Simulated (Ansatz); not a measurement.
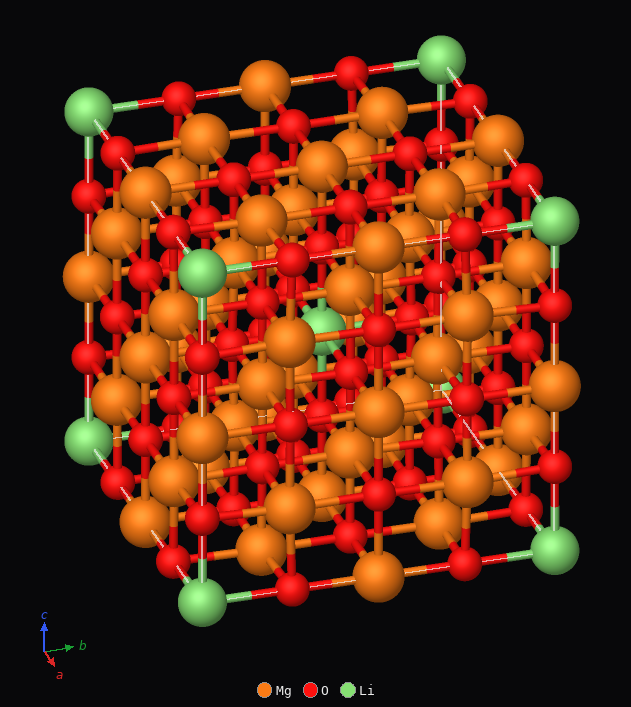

The figure gives a ball-and-stick picture of the atoms, viewed from a general direction. One drawn cell (a repeat of the simulation cell) is outlined, and atoms on its boundary appear in each equivalent place.

What structure is drawn here?

It has the composition LiMg15O16. Within 0.01 Å the space group is Im-3m (No. 229), body-centred cubic. The cell comprises 2 formula units: 2 Li, 30 Mg, 32 O. Mg is linked to six O in an octahedral arrangement. Li is linked to six O in an octahedral arrangement. The bonds build a three-dimensional framework.

It goes back to a structure listed in the Materials Project, repeated into a supercell with a point defect put in. The atoms were relaxed in a fixed cell with DFT LDA, scalar-relativistic, plane waves, PAW in Ansatz 0.2.0.
